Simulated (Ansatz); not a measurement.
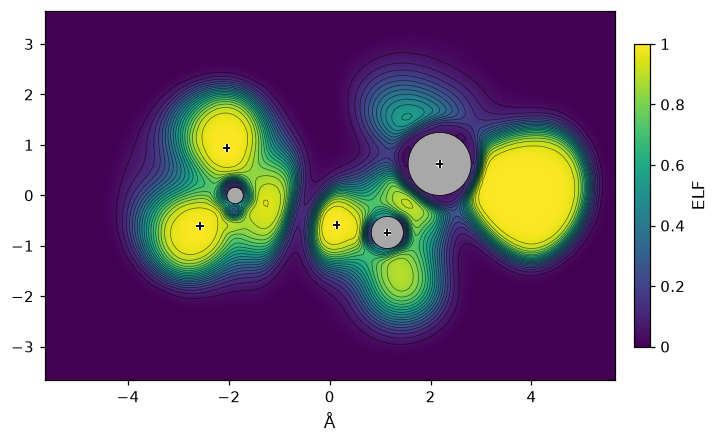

The ELF on a plane through atoms (crosses mark nuclei in the plane; grey discs cover the cores).

Computed with RKS PBE0-D4/def2-TZVPPD in Ansatz.

Candidates:
A. CH4···CH6Si (SMILES C.C[SiH3])
B. NH3···H5NSi (SMILES N.[SiH3]N)
C. H2Se···H3Sb (SMILES [SeH2].[SbH3])

**Which system is this?**

Candidate B: NH3···H5NSi on the plane of atoms Si5, N6 and H10, which holds H, Si and N. Si–N (1.71 Å): the ELF peaks at about 0.90 between the atoms; a polar covalent bond. N–H (1.02 Å): the ELF climbs to about 1 towards the hydrogen, as it does in any bond to H (an ordinary covalent bond to hydrogen).
